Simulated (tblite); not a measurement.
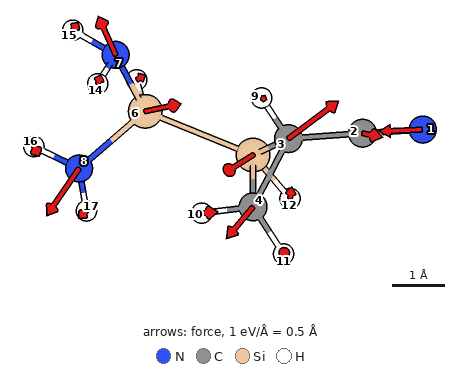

Starting geometry of C3H9N3Si2 with the computed forces as red arrows. Style: ball-and-stick. Shown at a tilt.

These are results of GFN2-xTB geometry optimisation, gas phase (tblite), not measurements. 

**What follows when this structure is relaxed?**

It isn't relaxed: the largest force vector, on a C atom, is 2.84 eV/Å. The final displacements have little in common with the starting forces (cosine between the two patterns −0.07). The largest moves after the best rigid fit, 1.83 Å, are those of H atoms. Largest moves by element: H 1.83 Å, N 1.44 Å, C 0.96 Å, Si 0.88 Å. Near-neighbour distances that change, for instance: C–Si 1.834 → 1.926 Å, C–C 1.480 → 1.533 Å, N–Si 1.693 → 1.730 Å, C–C 1.431 → 1.402 Å. Bond angles that change, for instance: N–Si–N 94.9° → 112.2°, C–Si–H 122.3° → 109.0°, Si–N–H 106.7° → 119.7°. The energy falls by 25.4 kcal/mol in 204 geometry steps.
